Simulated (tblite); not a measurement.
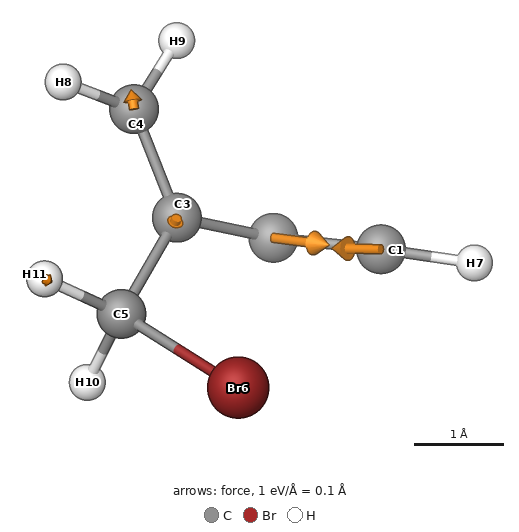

Starting geometry of C5H5Br (charge +1, multiplicity 2) with the computed forces as orange arrows. Style: ball-and-stick. Shown at a tilt.

Method: GFN2-xTB geometry optimisation, gas phase (tblite). 

Is this structure relaxed? If not, where do the atoms go?

Answer. It isn't relaxed: the largest force vector, on a C atom, is 8.59 eV/Å. The final displacements have little in common with the starting forces (cosine between the two patterns 0.23). The energy falls by 172.8 kJ/mol in 85 geometry steps. The largest move after the best rigid fit is that of the Br atom, 0.96 Å. Largest moves by element: Br 0.96 Å, C 0.87 Å, H 0.75 Å. Some distances before and after: C–C 1.340 → 1.212 Å, C–C 1.317 → 1.362 Å, C–C 1.439 → 1.400 Å, C–H 1.130 → 1.098 Å. Bond angles that change, for instance: C–C–C 115.4° → 179.9°, C–C–H 150.9° → 179.6°, C–C–Br 110.7° → 115.5°. Groups turn about C–C by about 60°. Cost: 0.37 s on 1 thread of Arm Neoverse V2 (shared host).
